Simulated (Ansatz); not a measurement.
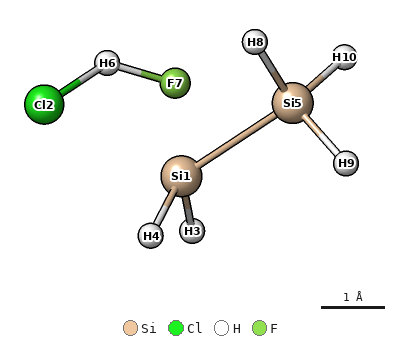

Si2H6ClF (coarse preliminary run), before the saddle-point search. The picture is a ball-and-stick view, seen at a tilt.

The reaction that was planned forms Si1–F7, Cl2–H6 and breaks Si1–Cl2, H6–F7 (atoms numbered from 1 in input order).

These are results of RKS PBE0-D4/def2-SVP in Ansatz 0.2.0, not measurements.

Input
```yaml
crystal:
  periodic: [false, false, false]
  atoms:
    - {symbol: Si, position_ang: [-0.825655, 0.025907, -0.465369]}
    - {symbol: Cl, position_ang: [-0.458588, 2.450871, -0.898820]}
    - {symbol: H, position_ang: [-1.343341, -0.816461, -1.582140]}
    - {symbol: H, position_ang: [-2.074704, 0.474426, 0.242087]}
    - {symbol: Si, position_ang: [0.579452, -0.814535, 1.205327]}
    - {symbol: H, position_ang: [0.716241, 1.383821, -1.634299]}
    - {symbol: F, position_ang: [0.811525, 0.190900, -1.612923]}
    - {symbol: H, position_ang: [1.116709, 0.367297, 1.947146]}
    - {symbol: H, position_ang: [-0.232119, -1.648414, 2.142712]}
    - {symbol: H, position_ang: [1.710481, -1.613913, 0.656278]}
basis:
  gaussian: {orbitals: def2-SVP}
hamiltonian: {xc: pbe0, dispersion: d4}
saddle:
  f_tol: 0.04
  max_steps: 70
  order_check: false
  mode_guess:
    - [0.6687, -0.8914, -0.3980]
    - [0.8190, 0.3636, -0.5945]
    - [0.0000, 0.0000, 0.0000]
    - [0.0000, 0.0000, 0.0000]
    - [0.0000, 0.0000, 0.0000]
    - [-0.7512, 1.6067, 0.4026]
    - [-0.7365, -1.0789, 0.5899]
    - [0.0000, 0.0000, 0.0000]
    - [0.0000, 0.0000, 0.0000]
    - [0.0000, 0.0000, 0.0000]
```

Q: Where does the saddle-point search end?

A: The search converged after 47 steps with a largest force component of 0.0089 eV/Å and a curvature of −2.80 eV/Å² along the mode that it followed. The largest move after the best rigid fit is that of Cl2, 1.33 Å. Largest moves by element: Cl 1.33 Å, F 1.27 Å, H 0.69 Å, Si 0.17 Å. Among the contacts that change: Cl2–Si5 4.021 → 3.267 Å, H6–F7 1.197 → 1.017 Å, Si1–Cl2 2.491 → 2.440 Å, Si1–H4 1.504 → 1.485 Å. Bond angles that change, for instance: H3–Si1–Si5 122.7° → 105.2°, H4–Si1–Si5 105.7° → 119.1°, Si1–Si5–H10 112.7° → 107.2°. Groups turn about Si1–Si5 by about 35°.

The structure at the end:

```xyz
10

Si   -0.7298    0.0248   -0.4550
Cl    0.6970    2.0034   -0.4058
H    -1.1540   -1.2131   -1.1907
H    -1.9593    0.8154   -0.1950
Si    0.5363   -0.7420    1.3575
H     0.3358    1.3282   -1.9580
F    -0.1809    0.5317   -2.3215
H     0.6147    0.3033    2.4180
H    -0.0637   -1.9989    1.9081
H     1.9039   -1.0528    0.8422
```

After the run, drawn alike:

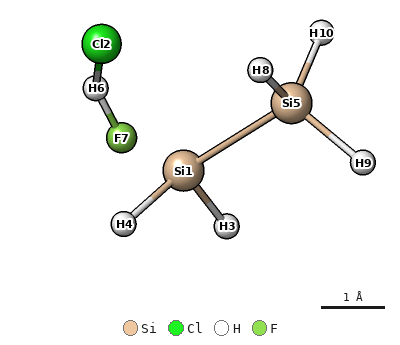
